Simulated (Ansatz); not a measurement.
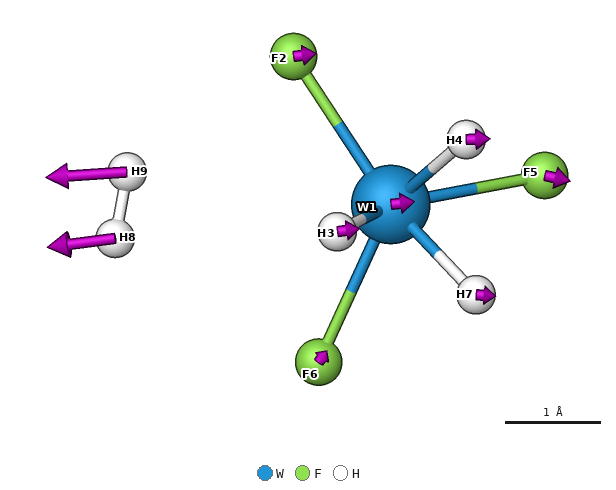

A relaxation of WH₅F₃. The starting structure is drawn; purple arrows show the displacements, at their true length. The two geometries are superimposed by the best rigid fit.

A ball-and-stick model, seen face on.

The run prepares an end point of a later path (reaction) calculation, from a guessed geometry.

All numbers below come from Ansatz, RHF/def2-SVP. Set-up: no spin polarisation; force threshold 0.03 eV/Å; at most 50 steps.

Question: What happened in the run?

Answer: Over 7 geometry steps the energy falls by 4.24 kcal/mol. Largest force component: 1.2 eV/Å at the start, 0.024 eV/Å at the end. The atom that moves furthest after the best rigid fit is H9 (0.87 Å). Largest moves by element: H 0.87 Å, F 0.29 Å, W 0.26 Å. Among the contacts that change: W1–H9 2.796 → 3.911 Å, W1–H8 2.925 → 3.918 Å, H8–H9 0.711 → 0.747 Å, W1–F2 1.865 → 1.875 Å. Among the angles between lasting bonds that change: F2–W1–F6 121.7° → 115.6°, F2–W1–F5 111.1° → 114.5°, F5–W1–F6 112.0° → 114.5°.

Limits of the set-up: Hartree-Fock leaves out electron correlation.
